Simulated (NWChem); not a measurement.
**HF/STO-3G run of CH6FNSn (SMILES [CH3][SnH]([NH2])[F])**

Aim: the vertical ionisation energy of CH6FNSn at HF/STO-3G, from 2 runs. 

The results are computed with NWChem 7.3.0.

3 further runs of the same task are left out: 1 that didn't finish, 2 set aside as unsound or not needed. Runs told in other sessions of the task aren't counted.

## Step 1: The system as given

CH6FNSn: 10 atoms, total charge 0, spin state singlet. As SMILES, `[CH3][SnH]([NH2])[F]`. The coordinates come from a PBE0-D4/def2-TZVP relaxation. This is one conformer, not always the lowest.

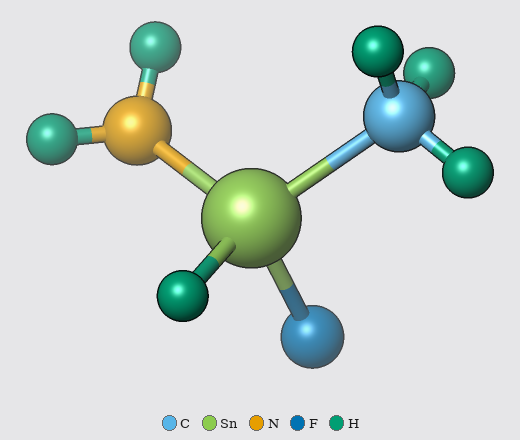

Viewed from a chosen angle; carbon blue, tin green, nitrogen amber, fluorine blue, hydrogen teal.

## Step 2: Energy and forces at HF/STO-3G

The input, nw.nw:

```
start nw
title "CH6FNSn gradient"
memory 2200 mb
geometry noautosym nocenter noautoz
  C    -1.023300    1.186900    0.305600
  Sn   -0.012600   -0.424100   -0.632800
  N     1.522200   -1.085200    0.465800
  F    -1.308600   -1.855400   -0.593400
  H    -1.191500    0.935400    1.352900
  H    -0.432400    2.100700    0.242800
  H    -1.985300    1.342500   -0.181300
  H     0.413300   -0.329300   -2.280300
  H     1.719700   -0.610700    1.333200
  H     2.381600   -1.312000   -0.009700
end
basis spherical bse
  * library STO-3G
end
scf
  thresh 1e-08
  maxiter 80
end
task scf gradient
```

Launch:

```sh
nwchem nw.nw > nw.out
```

Standard output:

```text
[...]
  functions       =    48
[...]
  wavefunction    = RHF
[...]
         Total SCF energy =  -6156.002517489348
      One-electron energy =  -9344.212209433368
      Two-electron energy =   2772.381612729124
 Nuclear repulsion energy =    415.828079214895
        Time for solution =      5.7s
[...]
                         RHF ENERGY GRADIENTS
    atom               coordinates                        gradient
                 x          y          z           x          y          z
   1 C      -1.933757   2.242916   0.577500   -0.011516   0.007372   0.008811
   2 Sn     -0.023811  -0.801433  -1.195819    0.002582   0.030593   0.009078
   3 N       2.876541  -2.050731   0.880234    0.037868  -0.006191   0.020473
   4 F      -2.472895  -3.506198  -1.121363   -0.014865  -0.015162  -0.000845
   5 H      -2.251609   1.767650   2.556610    0.000872  -0.006820   0.007226
   6 H      -0.817118   3.969747   0.458825    0.009703   0.003138  -0.004112
   7 H      -3.751673   2.536957  -0.342607   -0.005940  -0.003423  -0.006848
   8 H       0.781024  -0.622287  -4.309142    0.004158  -0.005574  -0.024732
   9 H       3.249762  -1.154056   2.519383   -0.009336  -0.003993  -0.009059
  10 H       4.500571  -2.479320  -0.018330   -0.013526   0.000060   0.000008
[...]
```

It took 9 s on 1 thread of AMD EPYC 9R45 (Zen 5), shared host; peak memory 0.1 GiB.

## Step 3: The doublet cation: a single-point energy at UHF/STO-3G

The input, mol.nw:

```
start mol
memory 2200 mb
charge 1

geometry noautosym nocenter noautoz
C    -1.023300    1.186900    0.305600
Sn   -0.012600   -0.424100   -0.632800
N     1.522200   -1.085200    0.465800
F    -1.308600   -1.855400   -0.593400
H    -1.191500    0.935400    1.352900
H    -0.432400    2.100700    0.242800
H    -1.985300    1.342500   -0.181300
H     0.413300   -0.329300   -2.280300
H     1.719700   -0.610700    1.333200
H     2.381600   -1.312000   -0.009700
end

basis spherical bse
C library STO-3G
Sn library STO-3G
N library STO-3G
F library STO-3G
H library STO-3G
end

scf
doublet
uhf
thresh 1e-08
maxiter 80
noprint "final vectors analysis"
end

task scf energy
```

Launch:

```sh
nwchem mol.nw > mol.out
```

Standard output:

```text
[...]
  functions       =    48
[...]
  wavefunction    = UHF
[...]
         Total SCF energy =  -6155.806629830510
      One electron energy =  -9324.564936767700
      Two electron energy =   2752.930227722294
 Nuclear repulsion energy =    415.828079214895
                       Sz =      0.5000
                 Sz(Sz+1) =      0.7500
                      S^2 =      0.7614
[...]
```

It took 11 s on 1 thread of AMD EPYC 9R45 (Zen 5), shared host; peak memory 0.099 GiB.

## Step 4: Results

Level: HF/STO-3G.

| quantity | value |
| --- | --- |
| singlet CH6FNSn: total energy | -6156.00252 Eh |
| singlet CH6FNSn: dipole moment | 2.86 D |
| singlet CH6FNSn: HOMO energy | -7.73 eV |
| singlet CH6FNSn: LUMO energy | 10.26 eV |
| singlet CH6FNSn: HOMO–LUMO gap | 17.99 eV |
| singlet CH6FNSn: largest force on an atom | 2.236 eV/Å |
| doublet cation: total energy | -6155.80663 Eh |
| doublet cation: ⟨S²⟩ | 0.761 |
| vertical ionisation energy (to the doublet cation) | 5.330 eV |

In words: The vertical ionisation energy comes to 5.33 eV (514 kJ/mol). The largest force (singlet CH6FNSn) is 2.24 eV/Å: the shape isn't a stationary point for this species at this level. The negative HOMO energy of the first species, 7.73 eV, lies 2.40 eV above that difference. In a minimal basis such a difference can be off by several eV, whatever the method. Mulliken charges (singlet CH6FNSn) run from -0.62 on N3 to +1.16 on Sn2; they depend strongly on the basis. Relativity is left out (singlet CH6FNSn) although the molecule holds a heavy atom.
